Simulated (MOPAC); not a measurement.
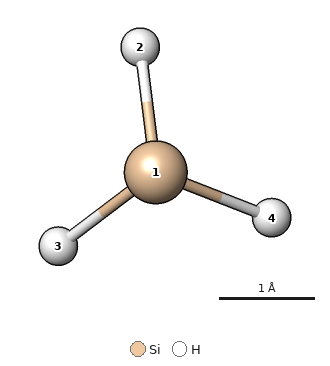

The structure (ball-and-stick view, seen on its broad side; atoms are numbered from 1 in the order of the input).

# SiH3: single-point calculation

- system: SiH3, multiplicity 2
- method: PM3, unrestricted (MOPAC 23.2.5)

The geometry was optimised with PM3.

**Input file (h3si.mop)**
```
PM3 1SCF DISP AUX(PRECISION=6) T=10M THREADS=1
PM3 energy

Si 0.527100 1 -0.042131 1 -0.292786 1
H 0.454134 1 0.632160 1 1.068666 1
H -0.257383 1 -1.286101 1 0.095441 1
H -0.643387 1 0.706271 1 -0.912046 1
```

Run on 1 thread of AMD EPYC (Zen 5), 128 GiB of memory available, shared host.

Command:
```bash
mopac h3si.mop
```

**The program's output**
```
MOPAC v23.2.5
PM3 CALCULATION RESULTS

 *  PM3        - The PM3 Hamiltonian to be used
 *  1SCF       - DO 1 SCF AND THEN STOP
 *  THREADS=1  - MULTI-THREADING NOT USED
 *  AUX        - OUTPUT AUXILIARY INFORMATION
 *  DISP       - PRINT DISPERSION AND HYDROGEN BOND ENERGIES
PM3 1SCF DISP AUX(PRECISION=6) T=10M THREADS=1
 PM3 energy

   ATOM   CHEMICAL          X               Y               Z
  NUMBER   SYMBOL      (ANGSTROMS)     (ANGSTROMS)     (ANGSTROMS)

     1      Si          0.52710000  *  -0.04213100  *  -0.29278600  *
     2       H          0.45413400  *   0.63216000  *   1.06866600  *
     3       H         -0.25738300  *  -1.28610100  *   0.09544100  *
     4       H         -0.64338700  *   0.70627100  *  -0.91204600  *

          CARTESIAN COORDINATES

    NO.       ATOM           X           Y           Z

     1        Si          0.5271     -0.0421     -0.2928
     2         H          0.4541      0.6322      1.0687
     3         H         -0.2574     -1.2861      0.0954
     4         H         -0.6434      0.7063     -0.9120

           Empirical Formula: H3 Si  =     4 atoms

      MOLECULAR POINT GROUP   :   C3v

          UHF CALCULATION, NO. OF ALPHA ELECTRONS =    4
                           NO. OF BETA  ELECTRONS =    3

 -------------------------------------------------------------------------------
 PM3 1SCF DISP AUX(PRECISION=6) T=10M THREADS=1
 PM3 energy

     1SCF WAS SPECIFIED, SO BFGS WAS NOT USED
     SCF FIELD WAS ACHIEVED

                              PM3 CALCULATION

          FINAL HEAT OF FORMATION =         51.31931 KCAL/MOL =     214.72001 KJ/MOL

          TOTAL ENERGY            =      -2681.04387 KCAL/MOL = ELECTRONIC ENERGY + CORE-CORE REPULSION
          ENERGY OF ATOMS         =       2732.36318 KCAL/MOL
                              SUM =         51.31931 KCAL/MOL
          DISPERSION ENERGY       =          0.00000 KCAL/MOL
                              SUM =         51.31931 KCAL/MOL = FINAL HEAT OF FORMATION

          TOTAL ENERGY            =       -116.26107 EV
          ELECTRONIC ENERGY       =       -208.43766 EV
          CORE-CORE REPULSION     =         92.17659 EV
          COSMO AREA              =         79.26 SQUARE ANGSTROMS
          COSMO VOLUME            =         65.04 CUBIC ANGSTROMS

          IONIZATION POTENTIAL    =          9.146661 EV
          ALPHA SOMO LUMO (EV)    =         -9.147  1.734
          BETA  SOMO LUMO (EV)    =        -11.125 -2.288
          NO. OF ALPHA ELECTRONS  =          4
          NO. OF BETA  ELECTRONS  =          3
          MOLECULAR WEIGHT        =         31.1092         POINT GROUP:  C3v

          MOLECULAR DIMENSIONS (Angstroms)

            Atom       Atom       Distance
            H     4    H     3     2.26574
            H     2    H     3     1.96209
            H     2   Si     1     0.77620

          SCF CALCULATIONS        =          1

          WALL-CLOCK TIME         =      0.008 SECONDS
          COMPUTATION TIME        =      0.005 SECONDS

   ATOM   CHEMICAL          X               Y               Z
  NUMBER   SYMBOL      (ANGSTROMS)     (ANGSTROMS)     (ANGSTROMS)

     1      Si          0.52710000  *  -0.04213100  *  -0.29278600  *
     2       H          0.45413400  *   0.63216000  *   1.06866600  *
     3       H         -0.25738300  *  -1.28610100  *   0.09544100  *
     4       H         -0.64338700  *   0.70627100  *  -0.91204600  *

                             CARTESIAN COORDINATES

   1   Si        0.527100000    -0.042131000    -0.292786000
   2    H        0.454134000     0.632160000     1.068666000
   3    H       -0.257383000    -1.286101000     0.095441000
   4    H       -0.643387000     0.706271000    -0.912046000

           Empirical Formula: H3 Si  =     4 atoms

      MOLECULAR POINT GROUP   :   C3v

          ALPHA EIGENVALUES
 -16.02445 -11.19289 -11.19268  -9.14666   1.73448   1.74349   1.74355

           BETA EIGENVALUES
 -16.12067 -11.12510 -11.12492  -2.28837   1.77333   2.11022   2.11032

              NET ATOMIC CHARGES AND DIPOLE CONTRIBUTIONS

  ATOM NO.   TYPE          CHARGE      No. of ELECS.   s-Pop       p-Pop
    1         Si           0.380576        3.6194     1.11351     2.50591
    2          H          -0.126864        1.1269     1.12686
    3          H          -0.126858        1.1269     1.12686
    4          H          -0.126854        1.1269     1.12685
 DIPOLE           X         Y         Z       TOTAL
 POINT-CHG.     1.236    -0.109    -0.689     1.419
 HYBRID        -0.760     0.067     0.423     0.872
 SUM            0.476    -0.042    -0.265     0.547

          ATOMIC ORBITAL ELECTRON POPULATIONS

     Atom    s        px        py        pz
    1 Si   1.11351   0.77768   0.87968   0.84854
    2  H   1.12686
    3  H   1.12686
    4  H   1.12685

                    (SZ)    =    0.500000
                    (S**2)  =    0.773959

          ATOMIC ORBITAL SPIN POPULATIONS

    Atom   Total    s     px     py     pz
         Atomic
    1 Si  1.1931  0.369  0.489  0.110  0.226
    2  H -0.0644 -0.064
    3  H -0.0643 -0.064
    4  H -0.0643 -0.064

 *                    *
 * JOB ENDED NORMALLY *
 *                    *

 TOTAL JOB TIME:             0.02 SECONDS

 == MOPAC DONE ==
```

**Results in brief**

```json
{"quantity": "outcome", "value": "converged"}
{"quantity": "total energy", "value": "−4.272516 hartree"}
{"quantity": "dispersion energy", "value": "0.000000 hartree"}
{"quantity": "heat of formation", "value": "51.32 kcal/mol"}
{"quantity": "basis functions", "value": "7"}
{"quantity": "⟨S²⟩", "value": "0.774"}
{"quantity": "dipole moment", "value": "0.55 D"}
{"quantity": "peak memory", "value": "0.079 GiB"}
```

**Remarks**

MOPAC's energies along a path are heats of formation.
